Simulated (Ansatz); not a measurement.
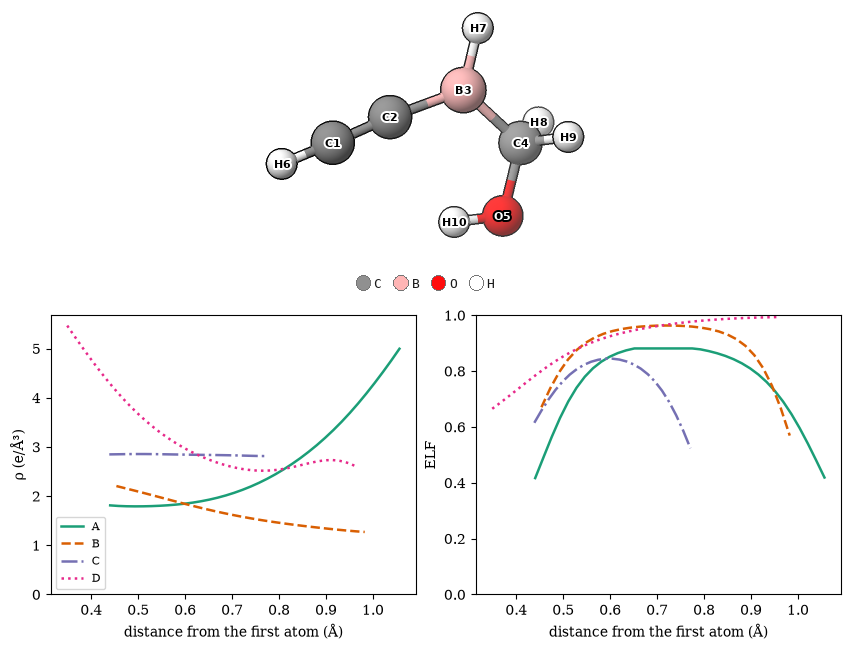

*C3H5BO (SMILES C#CBCO). Electron density and electron localisation function along straight lines between neighbouring atoms. The curves leave out the atomic cores. The structure is drawn too.*

Geometry: PBE0-D4/def2-TZVP.

These are results of RKS PBE0-D4/def2-TZVPP in Ansatz 0.2.0, not measurements.

```xyz
10

C    -2.0919   -0.3004    1.0707
C    -1.2479    0.2124    0.3732
B    -0.1299    0.7768   -0.4727
C     1.2374    0.0445   -0.5428
O     1.4096   -1.1449    0.1915
H    -2.8551   -0.7305    1.6785
H    -0.2877    1.7865   -1.0919
H     1.4483   -0.1431   -1.6105
H     2.0106    0.7775   -0.2519
H     0.5897   -1.3299    0.6591
```

Question: Which curve belongs to which contact (C–B, C–C, C–O and O–H)? The first atom named is at distance zero.

Answer: Curve A: C–O (1.41 Å): ρ at the midpoint is about 2.1 e/Å³, with its minimum of 1.8 e/Å³ about 0.5 Å from C; the ELF peaks at about 0.90 between the atoms; a shared but strongly polarised pair. Curve B: C–B (1.51 Å): ρ at the midpoint is about 1.5 e/Å³; the ELF peaks at about 0.95 between the atoms; localised, covalent bonding. Curve C: C–C (1.21 Å): ρ at the midpoint is about 2.8 e/Å³; the ELF peaks at about 0.85 between the atoms: a short, multiple covalent bond. Curve D: O–H (0.96 Å): ρ is about 3.8 e/Å³ halfway; the ELF climbs to about 1 towards the hydrogen, as it does in any bond to H (a covalent bond by its length).
